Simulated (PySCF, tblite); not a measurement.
# C21H18O4S: electronic excitations, NMR shifts

What do calculations give for the electronic excitations, NMR shifts of C21H18O4S (`Cc1ccc(S(=O)(=O)O[C@@H](C(=O)c2ccccc2)c2ccccc2)cc1`)?

Computed with tblite 0.8.0 and PySCF 2.14.0 and routines of our own; the level stands in each step. Atoms count from 0.

## (1) The system as given

44 atoms, charge 0, multiplicity 1; geometry from: force field, distance geometry or constructed start.

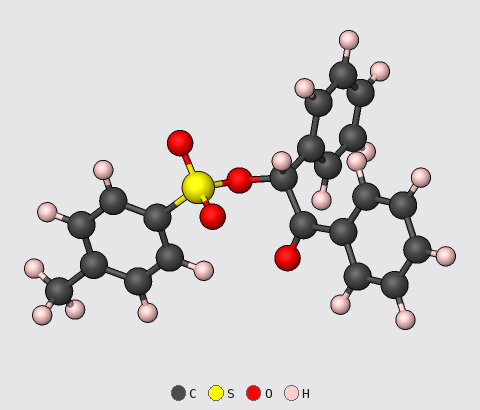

The starting geometry (carbon dark grey, sulfur yellow, oxygen red, hydrogen pink).

## (2) Optimising the geometry with GFN2-xTB

The job: settings as JSON, then the geometry in Å.

```
{"job": {"kind": "relax", "xc": "GFN2-xTB", "basis": "xTB"}, "charge": 0, "multiplicity": 1}
C      6.589600    -0.985000     1.660200
C      5.326500    -0.468600     1.010300
C      5.322000     0.780800     0.392100
C      4.159700     1.253600    -0.243300
C      3.014500     0.448700    -0.244200
S      1.530100     1.027700    -1.032300
O      1.692300     2.445500    -1.307800
O      1.224700     0.111300    -2.104300
O      0.401700     0.898400     0.123300
C     -0.933900     0.664500    -0.306300
C     -1.168600    -0.843900    -0.498700
O     -0.409900    -1.682700    -0.001300
C     -2.343000    -1.316000    -1.293000
C     -2.449000    -2.693800    -1.550700
C     -3.523600    -3.192900    -2.289400
C     -4.493400    -2.331800    -2.780900
C     -4.391900    -0.962000    -2.542900
C     -3.322100    -0.458100    -1.803600
C     -1.835500     1.276100     0.751700
C     -2.068500     0.629400     1.976100
C     -2.899900     1.214600     2.937500
C     -3.486200     2.452000     2.694600
C     -3.236800     3.119300     1.501800
C     -2.419100     2.530400     0.528900
C      3.016900    -0.805200     0.360700
C      4.170200    -1.268000     0.988000
H      6.350800    -1.648700     2.496600
H      7.181200    -0.157400     2.065100
H      7.185600    -1.530100     0.926500
H      6.210900     1.405400     0.394400
H      4.168200     2.228000    -0.713800
H     -1.096300     1.170100    -1.268900
H     -1.701200    -3.384200    -1.170400
H     -3.592400    -4.267700    -2.474000
H     -5.324200    -2.722400    -3.367700
H     -5.152700    -0.287800    -2.934100
H     -3.294100     0.616700    -1.639000
H     -1.604600    -0.328700     2.191300
H     -3.074200     0.695300     3.878600
H     -4.129100     2.908000     3.449100
H     -3.685100     4.088000     1.319000
H     -2.216100     3.075400    -0.387400
H      2.133300    -1.435300     0.340400
H      4.177100    -2.252300     1.447200
```

Launch:

```bash
OMP_NUM_THREADS=2 python large_run.py task.json out
```

One launch serves the whole session: the jobs run in the order shown.

Output:

```text
step      E/eV     max force
  0   -2003.31822    1.816
  1   -2003.39962    1.952
  2   -2003.45601    0.544
  3   -2003.48998    0.369
  4   -2003.50231    0.304
  5   -2003.50979    0.186
  6   -2003.51796    0.285
  7   -2003.52355    0.271
  8   -2003.52905    0.162
  9   -2003.53522    0.171
 10   -2003.54249    0.231
 11   -2003.54932    0.229
 12   -2003.55542    0.129
 13   -2003.56083    0.148
 14   -2003.56593    0.157
 15   -2003.57052    0.172
 16   -2003.57426    0.125
 17   -2003.57710    0.112
 18   -2003.57921    0.118
 19   -2003.58084    0.082
 20   -2003.58153    0.088
 21   -2003.58264    0.062
 22   -2003.58311    0.067
 23   -2003.58459    0.102
 24   -2003.58559    0.098
 25   -2003.58680    0.074
 26   -2003.58797    0.082
 27   -2003.58925    0.089
 28   -2003.59047    0.092
 29   -2003.59163    0.107
 30   -2003.59270    0.065
 31   -2003.59373    0.082
 32   -2003.59475    0.087
 33   -2003.59583    0.100
 34   -2003.59690    0.073
 35   -2003.59786    0.071
 36   -2003.59873    0.072
 37   -2003.59962    0.071
 38   -2003.60058    0.068
 39   -2003.60149    0.051
 40   -2003.60218    0.058
 41   -2003.60275    0.065
 42   -2003.60342    0.062
 43   -2003.60435    0.064
 44   -2003.60547    0.066
 45   -2003.60648    0.050
 46   -2003.60726    0.049
 47   -2003.60800    0.045
 48   -2003.60888    0.052
 49   -2003.60977    0.051
 50   -2003.61047    0.043
 51   -2003.61098    0.034
 52   -2003.61149    0.045
 53   -2003.61213    0.044
 54   -2003.61288    0.049
 55   -2003.61371    0.059
 56   -2003.61463    0.059
 57   -2003.61565    0.058
 58   -2003.61662    0.058
 59   -2003.61746    0.044
 60   -2003.61821    0.049
 61   -2003.61912    0.056
 62   -2003.62018    0.053
 63   -2003.62129    0.069
 64   -2003.62232    0.060
 65   -2003.62335    0.069
 66   -2003.62425    0.057
 67   -2003.62494    0.035
 68   -2003.62545    0.058
 69   -2003.62595    0.052
 70   -2003.62652    0.060
 71   -2003.62705    0.038
 72   -2003.62737    0.024
 73   -2003.62757    0.030
 74   -2003.62777    0.034
 75   -2003.62801    0.033
 76   -2003.62830    0.040
 77   -2003.62865    0.035
 78   -2003.62908    0.038
 79   -2003.62953    0.035
 80   -2003.62990    0.036
 81   -2003.63019    0.036
 82   -2003.63046    0.027
 83   -2003.63076    0.030
 84   -2003.63106    0.035
 85   -2003.63133    0.039
 86   -2003.63157    0.032
 87   -2003.63184    0.033
 88   -2003.63212    0.027
 89   -2003.63241    0.027
 90   -2003.63268    0.034
 91   -2003.63294    0.039
 92   -2003.63322    0.033
 93   -2003.63349    0.028
 94   -2003.63376    0.033
 95   -2003.63404    0.029
 96   -2003.63435    0.033
 97   -2003.63471    0.040
 98   -2003.63507    0.035
 99   -2003.63545    0.041
100   -2003.63583    0.036
101   -2003.63622    0.036
102   -2003.63655    0.033
103   -2003.63685    0.041
104   -2003.63718    0.043
105   -2003.63764    0.040
106   -2003.63823    0.046
107   -2003.63892    0.052
108   -2003.63968    0.055
109   -2003.64055    0.061
110   -2003.64166    0.070
111   -2003.64310    0.078
112   -2003.64458    0.097
113   -2003.64604    0.088
114   -2003.64737    0.073
115   -2003.64922    0.091
116   -2003.65058    0.088
117   -2003.65264    0.083
118   -2003.65421    0.074
119   -2003.65599    0.070
120   -2003.65755    0.099
121   -2003.65711    0.127
122   -2003.65951    0.061
123   -2003.66013    0.043
124   -2003.66101    0.036
125   -2003.66153    0.044
126   -2003.66193    0.039
127   -2003.66235    0.032
128   -2003.66267    0.028
129   -2003.66296    0.030
130   -2003.66319    0.027
131   -2003.66338    0.022
132   -2003.66356    0.026
133   -2003.66376    0.030
134   -2003.66401    0.034
135   -2003.66427    0.031
136   -2003.66453    0.031
137   -2003.66480    0.027
138   -2003.66510    0.042
139   -2003.66547    0.045
140   -2003.66598    0.044
141   -2003.66673    0.047
142   -2003.66719    0.035
143   -2003.66772    0.038
144   -2003.66822    0.043
145   -2003.66875    0.048
146   -2003.66922    0.043
147   -2003.66960    0.034
148   -2003.66991    0.054
149   -2003.67029    0.043
150   -2003.67084    0.034
151   -2003.67124    0.034
152   -2003.67182    0.047
153   -2003.67226    0.046
154   -2003.67269    0.035
155   -2003.67307    0.037
156   -2003.67346    0.037
157   -2003.67384    0.035
158   -2003.67426    0.038
159   -2003.67463    0.037
160   -2003.67494    0.025
161   -2003.67520    0.035
162   -2003.67543    0.033
163   -2003.67567    0.030
164   -2003.67594    0.028
165   -2003.67624    0.027
166   -2003.67651    0.028
167   -2003.67677    0.027
168   -2003.67705    0.029
169   -2003.67742    0.030
170   -2003.67786    0.032
171   -2003.67826    0.032
172   -2003.67856    0.030
173   -2003.67876    0.025
174   -2003.67891    0.019
```

It took 8 s on 2 threads of Arm Neoverse N1, shared host; peak memory 0.18 GiB.

Relaxation path:

```
step  energy from step 0 (eV)  largest force (eV/Å)
   0                   0.0000                1.8154
   1                  -0.0814                1.9526
   2                  -0.1378                0.5438
   3                  -0.1718                0.3692
   4                  -0.1841                0.3035
   5                  -0.1916                0.1858
   6                  -0.1997                0.2850
   7                  -0.2053                0.2717
   8                  -0.2108                0.1615
  22                  -0.2649                0.0666
  37                  -0.2814                0.0707
  52                  -0.2933                0.0449
  66                  -0.3060                0.0572
  81                  -0.3120                0.0367
  96                  -0.3161                0.0332
 111                  -0.3249                0.0777
 125                  -0.3433                0.0444
 140                  -0.3478                0.0441
 155                  -0.3548                0.0373
 170                  -0.3596                0.0314
 171                  -0.3600                0.0314
 172                  -0.3603                0.0298
 173                  -0.3605                0.0253
 174                  -0.3607                0.0195
```

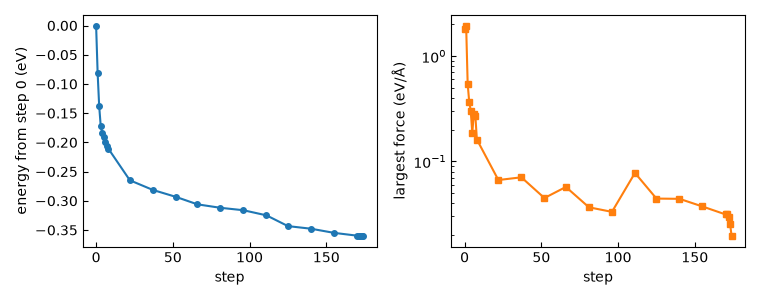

Energy and largest force along the relaxation.

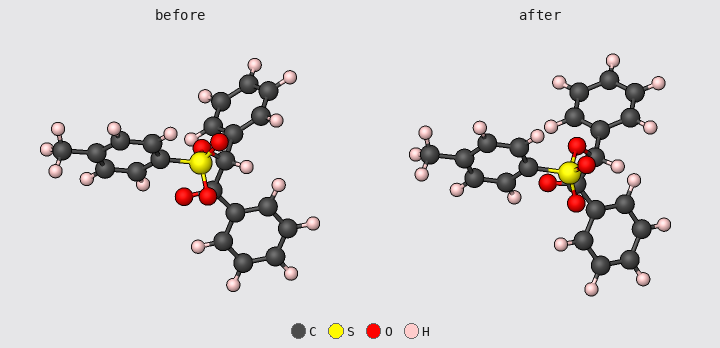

The geometry before (left) and after (right).

Distances of close pairs at the start and the end, largest changes first:

```
   bond  before (Å)  after (Å)  change (Å)
C10–O11       1.236      1.210      -0.026
  S5–O6       1.453      1.430      -0.024
  C2–C3       1.406      1.384      -0.023
  C3–C4       1.400      1.381      -0.019
C10–C12       1.494      1.476      -0.018
C22–C23       1.401      1.384      -0.017
C19–C20       1.399      1.384      -0.016
C18–C19       1.404      1.389      -0.015
```

The next job starts from the end point, and lists it.

## (3) Electronic excitations: TDA CAM-B3LYP/def2-SVP

The job: settings as JSON, then the geometry in Å.

```
{"job": {"kind": "uv", "basis": "def2-SVP", "grid": 1, "kgrid": 0, "vcut": 1.5, "nstates": 6, "ntriplets": 2, "tda": true, "delta": [], "pop": true, "xc": "CAM-B3LYP"}, "charge": 0, "multiplicity": 1}
C      6.088154    -1.209178     1.774359
C      4.896955    -0.692285     1.028885
C      4.878316     0.610362     0.539745
C      3.796316     1.077400    -0.185395
C      2.728427     0.233607    -0.416583
S      1.365861     0.849379    -1.373271
O      1.808745     1.967840    -2.146090
O      0.675960    -0.200932    -2.070065
O      0.373223     1.399094    -0.214686
C     -0.977397     0.990336    -0.372967
C     -1.032461    -0.543611    -0.347636
O     -0.297337    -1.174269     0.377052
C     -2.058979    -1.174425    -1.201044
C     -1.754096    -2.391326    -1.806596
C     -2.678135    -3.013340    -2.624694
C     -3.924928    -2.441558    -2.820034
C     -4.243230    -1.244370    -2.198242
C     -3.312954    -0.602172    -1.401870
C     -1.790473     1.559910     0.763501
C     -1.573325     1.117234     2.062179
C     -2.318534     1.637922     3.105151
C     -3.279078     2.605103     2.860297
C     -3.490847     3.055173     1.568056
C     -2.748526     2.535907     0.521653
C      2.712716    -1.058166     0.068128
C      3.800357    -1.516395     0.791504
H      5.785894    -1.888505     2.567247
H      6.662537    -0.393948     2.205610
H      6.739087    -1.756879     1.092643
H      5.719338     1.261302     0.726514
H      3.764707     2.077913    -0.585524
H     -1.343129     1.357026    -1.339669
H     -0.776685    -2.817382    -1.645105
H     -2.430322    -3.948888    -3.104747
H     -4.650287    -2.928633    -3.455403
H     -5.221946    -0.809789    -2.337563
H     -3.570860     0.323676    -0.909907
H     -0.820037     0.366212     2.244317
H     -2.152896     1.285880     4.112631
H     -3.857599     3.009475     3.677558
H     -4.233075     3.814690     1.372220
H     -2.908518     2.893064    -0.485888
H      1.851376    -1.679965    -0.112046
H      3.800988    -2.526098     1.174956
```

Level: TDA CAM-B3LYP/def2-SVP, vertical, gas phase, core orbitals frozen in the response, virtual orbitals cut by energy.

Output:

```text
start: PBE on a coarse grid of 37646 points
cycle   1  E = -1506.7572755678  dE =  4.808e+00  |g| = 1.662e+00  |ddm| = 9.283e+00
cycle   2  E = -1504.1350545144  dE =  2.622e+00  |g| = 3.942e+00  |ddm| = 6.819e+00
cycle   3  E = -1507.1812723334  dE = -3.046e+00  |g| = 7.978e-01  |ddm| = 5.688e+00
cycle   4  E = -1507.3178617708  dE = -1.366e-01  |g| = 2.984e-01  |ddm| = 1.287e+00
cycle   5  E = -1507.3312637867  dE = -1.340e-02  |g| = 1.556e-01  |ddm| = 4.390e-01
cycle   6  E = -1507.3365583442  dE = -5.295e-03  |g| = 5.193e-02  |ddm| = 2.223e-01
cycle   7  E = -1507.3371414028  dE = -5.831e-04  |g| = 1.831e-02  |ddm| = 7.648e-02
cycle   8  E = -1507.3372116557  dE = -7.025e-05  |g| = 5.872e-03  |ddm| = 2.824e-02
final grid: 164023 points
cycle   9  E = -1508.5838505648  dE = -1.700e-02  |g| = 1.307e-01  |ddm| = 9.848e-01
cycle  10  E = -1508.5813909079  dE =  2.460e-03  |g| = 1.783e-01  |ddm| = 3.057e-01
cycle  11  E = -1508.5872246619  dE = -5.834e-03  |g| = 1.880e-02  |ddm| = 1.784e-01
cycle  12  E = -1508.5872848669  dE = -6.020e-05  |g| = 9.868e-03  |ddm| = 2.704e-02
cycle  13  E = -1508.5873068113  dE = -2.194e-05  |g| = 2.206e-03  |ddm| = 1.440e-02
cycle  14  E = -1508.5873066488  dE =  1.625e-07  |g| = 7.094e-04  |ddm| = 3.122e-03
cycle  15  E = -1508.5873065986  dE =  5.024e-08  |g| = 3.102e-04  |ddm| = 1.332e-03
cycle  16  E = -1508.5873063767  dE =  2.219e-07  |g| = 9.659e-05  |ddm| = 6.906e-04
converged SCF energy = -1508.5873063767

Static polarisability (au): isotropic 238.016, principal 178.352 235.548 300.149

Singlet excitations
state   eV       nm        f      main configurations
  1   4.2244    293.5   0.00794   H->L 0.52, H-6->L 0.30
  2   5.3060    233.7   0.02069   H-2->L 0.42, H-1->L+5 0.15, H-1->L 0.10
  3   5.5200    224.6   0.00956   H-5->L+1 0.32, H-4->L+2 0.10, H-2->L+2 0.09
  4   5.5205    224.6   0.02077   H-3->L+3 0.17, H-3->L 0.14, H-5->L+1 0.14
  5   5.6472    219.5   0.29534   H-1->L 0.64, H-4->L 0.12
  6   6.1210    202.6   0.20404   H-6->L 0.33, H->L 0.23, H-4->L 0.11

Triplet excitations (Tamm-Dancoff, eV): 3.6759 3.9214
```

It took 2.4 min on 2 threads of Arm Neoverse N1, shared host; peak memory 1.4 GiB.

Frontier orbitals and where they lie:

```
orbital     eV                         atoms
 HOMO−4  -8.77    C4 12 %, C1 12 %, C14 10 %
 HOMO−3  -8.73  C20 23 %, C23 23 %, C19 20 %
 HOMO−2  -8.69  C14 18 %, C17 18 %, C13 14 %
 HOMO−1  -8.56  C12 22 %, C15 22 %, C13 14 %
   HOMO  -8.42  O11 25 %, C21 12 %, C18 12 %
   LUMO  -0.32  C10 24 %, O11 16 %, C15 12 %
 LUMO+1   0.14     C1 24 %, C4 19 %, C3 12 %
 LUMO+2   0.71   C25 21 %, C3 21 %, C24 18 %
 LUMO+3   0.74  C21 18 %, C18 17 %, C19 12 %
```

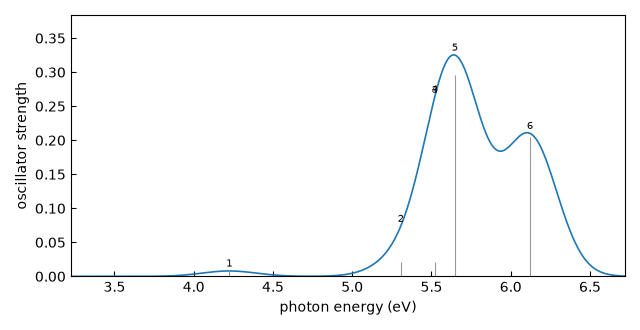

Absorption spectrum from the 6 singlet states computed; above the last one it falls off for lack of states. Lines are broadened to a width of 0.40 eV (Gaussian).

Further results of this job:

```
           property  computed
  dipole moment (D)      2.59
polarisability (Å³)     35.27
 HOMO–LUMO gap (eV)      8.10
      −ε(HOMO) (eV)      8.42
```

(Part 1 of 2 ends here.)
